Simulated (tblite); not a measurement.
# Geometry relaxation of C4H14AlB3 (part 4 of 4)

Continued. System: C4H14AlB3. Method: GFN2-xTB geometry optimisation, gas phase (tblite 0.8.0). It belongs to a series of runs on one base structure; here: H on C replaced by BH2.

Geometry of the input (Å):
```
B  2.5334  1.5067  -0.5503
C  2.1260  -0.0122  -0.5760
Al 3.7208  -1.1389  -0.1746
B  0.9611  -0.1835  0.4955
B  -0.4847  0.5044  0.0612
C  -1.8390  -0.2112  0.4339
C  -2.2638  -1.2275  -0.6113
C  -2.9013  0.8091  0.7347
H  1.8668  2.3166  -1.1160
H  3.3710  1.9082  0.1864
H  1.6511  -0.2617  -1.5512
H  4.1511  -2.2590  -1.2363
H  4.5143  -1.0454  1.2045
H  1.1795  -0.2542  1.6697
H  -0.4660  1.5895  -0.4382
H  -1.6457  -0.7521  1.4028
H  -1.8935  -2.2212  -0.2439
H  -1.7435  -1.0153  -1.5518
H  -3.3660  -1.2427  -0.7026
H  -3.9145  0.4011  0.5910
H  -2.7381  1.7485  0.1527
H  -2.8296  1.0600  1.8190
```

**Trajectory as extended XYZ, continued**
```
22
Properties=species:S:1:pos:R:3:forces:R:3 step=232 energy=-555.77000
B     3.1766    1.1971   -0.8324   -0.0290   0.0040  -0.0100
C     1.6849    0.8251   -0.8176    0.0000   0.0040   0.0260
Al    1.8683   -1.1938   -0.6637   -0.0090  -0.0040  -0.0440
B     0.9758    0.8541    0.5659   -0.0050   0.0020  -0.0090
B    -0.6122    1.1789    0.7740    0.0150   0.0070   0.0000
C    -1.6216   -0.0580    0.7961   -0.0080  -0.0190   0.0270
C    -1.0656   -1.3210    0.1350    0.0140  -0.0110  -0.0350
C    -3.0231    0.2381    0.2446    0.0080   0.0150  -0.0170
H     3.6399    1.8277   -1.7110   -0.0180  -0.0350   0.0180
H     3.8750    0.8773    0.0627   -0.0070   0.0000  -0.0100
H     1.0919    1.1445   -1.6820    0.0210  -0.0120   0.0190
H     1.3818   -2.1156   -1.8135    0.0030   0.0070   0.0000
H     2.6908   -1.9312    0.4191    0.0020   0.0180   0.0130
H     1.6341    0.5147    1.4961    0.0180   0.0280   0.0020
H    -1.0982    2.2315    0.9642   -0.0110   0.0060   0.0210
H    -1.7458   -0.2788    1.8672   -0.0010   0.0030   0.0050
H    -0.1272   -1.6395    0.6170   -0.0420   0.0150  -0.0220
H    -0.8436   -1.1265   -0.9196    0.0040  -0.0250  -0.0070
H    -1.7707   -2.1506    0.1830    0.0030  -0.0010   0.0240
H    -3.6888   -0.6141    0.3862    0.0300   0.0290  -0.0120
H    -2.9769    0.4607   -0.8193    0.0240  -0.0280  -0.0130
H    -3.4560    1.0988    0.7472   -0.0110  -0.0040   0.0220
22
Properties=species:S:1:pos:R:3:forces:R:3 step=240 energy=-555.77396
B     3.1635    1.1619   -0.8517    0.0350  -0.0060   0.0120
C     1.6616    0.8470   -0.7937   -0.0120  -0.0120   0.0100
Al    1.8621   -1.1715   -0.6787   -0.0060   0.0160   0.0050
B     0.9743    0.8787    0.6000   -0.0210   0.0050  -0.0160
B    -0.6179    1.1860    0.7995    0.0150  -0.0020  -0.0060
C    -1.6156   -0.0612    0.7961   -0.0190  -0.0220   0.0540
C    -1.0531   -1.3224    0.1355    0.0150   0.0130   0.0010
C    -3.0131    0.2379    0.2364    0.0160  -0.0120  -0.0020
H     3.6398    1.7273   -1.7648   -0.0160   0.0070  -0.0220
H     3.8716    0.8515    0.0408   -0.0280  -0.0040  -0.0060
H     1.0610    1.1692   -1.6521    0.0090  -0.0110   0.0200
H     1.4193   -2.0823   -1.8533    0.0040  -0.0010  -0.0030
H     2.6402   -1.9059    0.4381    0.0050  -0.0120  -0.0040
H     1.6505    0.5505    1.5197   -0.0060   0.0210   0.0010
H    -1.1256    2.2300    0.9852    0.0140  -0.0060   0.0200
H    -1.7481   -0.2936    1.8643   -0.0030   0.0200   0.0020
H    -0.1217   -1.6391    0.6279   -0.0140  -0.0160   0.0090
H    -0.8120   -1.1336   -0.9155   -0.0320   0.0100  -0.0390
H    -1.7618   -2.1499    0.1780    0.0260   0.0070   0.0060
H    -3.6789   -0.6149    0.3690    0.0160   0.0010  -0.0160
H    -2.9547    0.4609   -0.8268   -0.0050   0.0100   0.0030
H    -3.4518    1.0928    0.7452    0.0080  -0.0060  -0.0300
22
Properties=species:S:1:pos:R:3:forces:R:3 step=248 energy=-555.77745
B     3.1588    1.1456   -0.8685    0.0090   0.0070   0.0090
C     1.6524    0.8584   -0.7835   -0.0140   0.0000   0.0080
Al    1.8337   -1.1610   -0.6967    0.0010  -0.0060   0.0020
B     0.9730    0.9022    0.6132   -0.0140   0.0070   0.0130
B    -0.6213    1.1873    0.8262    0.0160   0.0110   0.0180
C    -1.6113   -0.0670    0.8182   -0.0130  -0.0080  -0.0050
C    -1.0382   -1.3269    0.1643    0.0030   0.0010  -0.0080
C    -2.9895    0.2322    0.2124   -0.0080   0.0030  -0.0100
H     3.6338    1.6886   -1.7967   -0.0150  -0.0050  -0.0060
H     3.8676    0.8333    0.0217    0.0030   0.0020  -0.0030
H     1.0441    1.1801   -1.6364    0.0020  -0.0090  -0.0040
H     1.4136   -2.0439   -1.9007   -0.0030   0.0010   0.0020
H     2.5783   -1.9272    0.4225    0.0100  -0.0040  -0.0020
H     1.6568    0.6074    1.5382   -0.0070   0.0000  -0.0190
H    -1.1387    2.2226    1.0356    0.0200  -0.0100   0.0070
H    -1.7705   -0.2967    1.8830   -0.0080   0.0130  -0.0230
H    -0.0986   -1.6319    0.6482   -0.0050   0.0070  -0.0090
H    -0.8209   -1.1426   -0.8945    0.0090  -0.0020   0.0150
H    -1.7340   -2.1643    0.2217    0.0020   0.0080   0.0080
H    -3.6578   -0.6216    0.3206    0.0000   0.0050  -0.0010
H    -2.8950    0.4548   -0.8485    0.0080  -0.0040   0.0010
H    -3.4469    1.0901    0.6988    0.0060  -0.0180   0.0070
22
Properties=species:S:1:pos:R:3:forces:R:3 step=256 energy=-555.77837
B     3.1510    1.1450   -0.8675    0.0110   0.0030  -0.0110
C     1.6441    0.8622   -0.7801   -0.0050  -0.0130   0.0010
Al    1.8239   -1.1583   -0.7168    0.0090   0.0070   0.0040
B     0.9687    0.9024    0.6174   -0.0080   0.0030   0.0110
B    -0.6215    1.1897    0.8425    0.0000   0.0050  -0.0060
C    -1.6133   -0.0631    0.8241   -0.0120   0.0020   0.0010
C    -1.0304   -1.3320    0.1977    0.0120   0.0050  -0.0030
C    -2.9776    0.2318    0.1865   -0.0120  -0.0050  -0.0090
H     3.6236    1.6858   -1.7982   -0.0100  -0.0010  -0.0040
H     3.8625    0.8284    0.0182    0.0040   0.0050   0.0070
H     1.0368    1.1866   -1.6328   -0.0060   0.0010   0.0030
H     1.4027   -2.0158   -1.9382   -0.0060  -0.0100   0.0040
H     2.5740   -1.9425    0.3865    0.0020  -0.0030  -0.0040
H     1.6519    0.5981    1.5385    0.0160  -0.0060  -0.0020
H    -1.1338    2.2233    1.0687    0.0000  -0.0010   0.0060
H    -1.7989   -0.2776    1.8865    0.0000  -0.0110   0.0150
H    -0.0944   -1.6261    0.6934    0.0020   0.0060   0.0060
H    -0.8026   -1.1638   -0.8614    0.0000  -0.0030  -0.0060
H    -1.7237   -2.1706    0.2631   -0.0060   0.0050  -0.0020
H    -3.6506   -0.6189    0.2907    0.0050  -0.0030   0.0000
H    -2.8599    0.4401   -0.8746    0.0010   0.0130  -0.0100
H    -3.4431    1.0948    0.6550    0.0030   0.0010  -0.0020
22
Properties=species:S:1:pos:R:3:forces:R:3 step=264 energy=-555.77909
B     3.1452    1.1521   -0.8691    0.0000   0.0050   0.0000
C     1.6401    0.8615   -0.7693   -0.0090  -0.0040  -0.0040
Al    1.8234   -1.1583   -0.7263    0.0020  -0.0080   0.0210
B     0.9727    0.8964    0.6328    0.0080  -0.0080   0.0050
B    -0.6176    1.1863    0.8559    0.0010  -0.0060  -0.0010
C    -1.6145   -0.0626    0.8266   -0.0130   0.0040  -0.0030
C    -1.0313   -1.3373    0.2132    0.0120   0.0060  -0.0010
C    -2.9675    0.2361    0.1667   -0.0070   0.0040   0.0010
H     3.6051    1.6881   -1.8087   -0.0010   0.0010  -0.0050
H     3.8651    0.8520    0.0156    0.0000   0.0000  -0.0050
H     1.0255    1.1869   -1.6169   -0.0010  -0.0060  -0.0010
H     1.3862   -2.0103   -1.9451   -0.0030  -0.0060  -0.0100
H     2.5819   -1.9561    0.3624    0.0030   0.0110  -0.0050
H     1.6653    0.5850    1.5446   -0.0060   0.0020   0.0050
H    -1.1290    2.2204    1.0807    0.0020   0.0030   0.0050
H    -1.8186   -0.2738    1.8865    0.0070  -0.0040   0.0110
H    -0.0940   -1.6248    0.7103   -0.0110  -0.0040   0.0000
H    -0.8071   -1.1823   -0.8487    0.0070   0.0060  -0.0010
H    -1.7274   -2.1727    0.2898    0.0110  -0.0100  -0.0020
H    -3.6413   -0.6158    0.2560    0.0060   0.0070  -0.0120
H    -2.8322    0.4527   -0.8909    0.0000  -0.0030  -0.0030
H    -3.4403    1.0960    0.6328   -0.0080   0.0100   0.0030
22
Properties=species:S:1:pos:R:3:forces:R:3 step=271 energy=-555.78032
B     3.1247    1.1603   -0.8811   -0.0190   0.0080  -0.0160
C     1.6264    0.8392   -0.7570    0.0080   0.0150   0.0030
Al    1.8221   -1.1779   -0.7230   -0.0150   0.0040  -0.0080
B     0.9764    0.8857    0.6541    0.0140   0.0300  -0.0040
B    -0.6130    1.1809    0.8803   -0.0050  -0.0180   0.0100
C    -1.6174   -0.0615    0.8302    0.0240  -0.0090   0.0060
C    -1.0255   -1.3328    0.2172   -0.0070   0.0000  -0.0010
C    -2.9561    0.2475    0.1456    0.0250  -0.0210   0.0060
H     3.5565    1.6987   -1.8336   -0.0050  -0.0070   0.0100
H     3.8652    0.8848   -0.0068    0.0040  -0.0040   0.0010
H     0.9968    1.1561   -1.5973   -0.0050  -0.0150  -0.0040
H     1.3799   -2.0396   -1.9372    0.0090   0.0110   0.0200
H     2.6041   -1.9555    0.3616    0.0060  -0.0110   0.0030
H     1.6809    0.5967    1.5632   -0.0100  -0.0130  -0.0010
H    -1.1213    2.2130    1.1193    0.0070   0.0170  -0.0040
H    -1.8393   -0.2817    1.8851   -0.0080   0.0040  -0.0080
H    -0.1006   -1.6288    0.7316   -0.0010   0.0010  -0.0040
H    -0.7793   -1.1678   -0.8385    0.0080   0.0010  -0.0040
H    -1.7246   -2.1670    0.2711   -0.0010  -0.0160  -0.0030
H    -3.6241   -0.6107    0.2017   -0.0280  -0.0020  -0.0040
H    -2.7977    0.4844   -0.9041    0.0080   0.0060  -0.0100
H    -3.4446    1.0950    0.6170   -0.0070   0.0200   0.0130
22
Properties=species:S:1:pos:R:3:forces:R:3 step=279 energy=-555.78137
B     3.1045    1.1687   -0.8972   -0.0060  -0.0030  -0.0010
C     1.6137    0.8291   -0.7449   -0.0010   0.0060   0.0030
Al    1.8287   -1.1853   -0.7014   -0.0060  -0.0020  -0.0050
B     0.9816    0.8837    0.6738    0.0010  -0.0040  -0.0010
B    -0.6082    1.1705    0.9035   -0.0060  -0.0050  -0.0040
C    -1.6155   -0.0692    0.8305    0.0010   0.0040   0.0050
C    -1.0247   -1.3339    0.2028    0.0000   0.0050   0.0040
C    -2.9453    0.2615    0.1379    0.0080  -0.0040   0.0010
H     3.5152    1.6910   -1.8673    0.0000   0.0010   0.0030
H     3.8604    0.9228   -0.0271    0.0030  -0.0010  -0.0040
H     0.9666    1.1213   -1.5814    0.0010   0.0040  -0.0030
H     1.3931   -2.0524   -1.9118    0.0020   0.0010   0.0030
H     2.6169   -1.9589    0.3818    0.0060   0.0000   0.0080
H     1.6937    0.6016    1.5786    0.0060  -0.0020  -0.0030
H    -1.1136    2.2038    1.1454   -0.0030   0.0010   0.0030
H    -1.8510   -0.3044    1.8789   -0.0010   0.0000  -0.0040
H    -0.1072   -1.6432    0.7230    0.0010  -0.0010   0.0000
H    -0.7635   -1.1528   -0.8467   -0.0030  -0.0010  -0.0030
H    -1.7281   -2.1661    0.2346    0.0010   0.0000  -0.0020
H    -3.6223   -0.5916    0.1691   -0.0070   0.0060   0.0000
H    -2.7738    0.5191   -0.9054    0.0020   0.0000   0.0050
H    -3.4317    1.1041    0.6222    0.0010  -0.0030  -0.0050
```

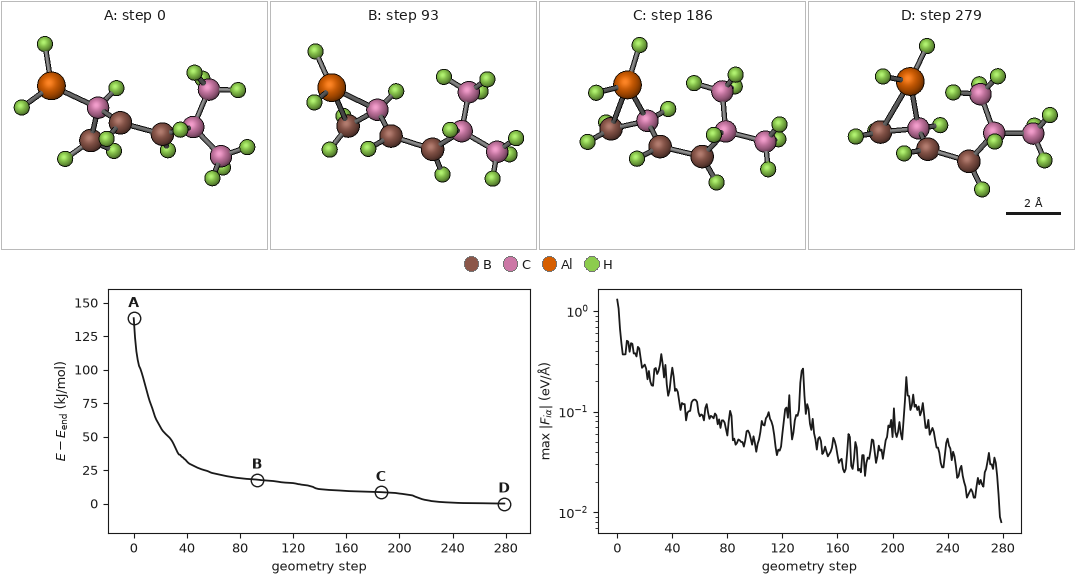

Figure 1. Frames of the relaxation (ball-and-stick view, seen at a tilt) above the curves, on which the letters mark them (steps are counted from 0).

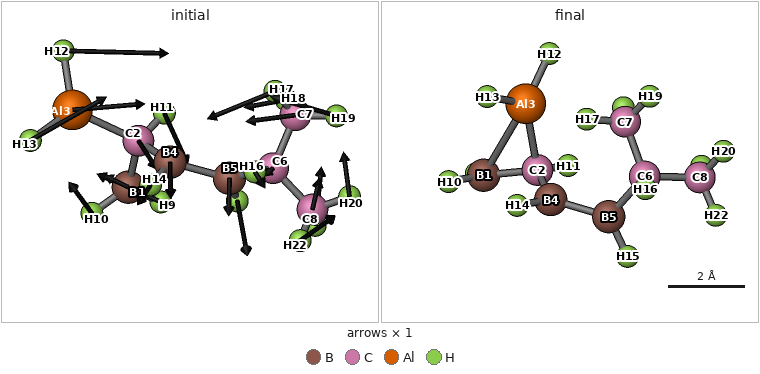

Figure 2. Before (left) and after (right) the relaxation, at one scale (ball-and-stick view, seen at a tilt). The black arrows give the displacements, at true length. The largest move after the best rigid fit is that of H12, 2.80 Å. Largest moves by element: H 2.80 Å, Al 1.94 Å, C 1.35 Å, B 1.10 Å. Among the contacts that change: B1–Al3 2.924 → 2.685 Å, Al3–H12 1.602 → 1.551 Å, Al3–H13 1.594 → 1.547 Å, C2–B4 1.592 → 1.554 Å. Among the angles that change: Al3–C2–B4 112.9° → 93.4°, B1–C2–Al3 109.6° → 96.8°, B1–C2–B4 106.4° → 118.5°. Over 279 geometry steps the energy falls by 138.5 kJ/mol. The largest force component goes from 1.3 to 0.008 eV/Å. (Atoms are counted from 1 in the order of the input.)

**Results in brief**

| quantity | value |
| --- | --- |
| outcome | converged |
| total energy | −555.7814 eV |
| hardware | 1 CPU thread, shared host |
| wall time | 4.4 s |
| peak memory | 0.18 GiB |
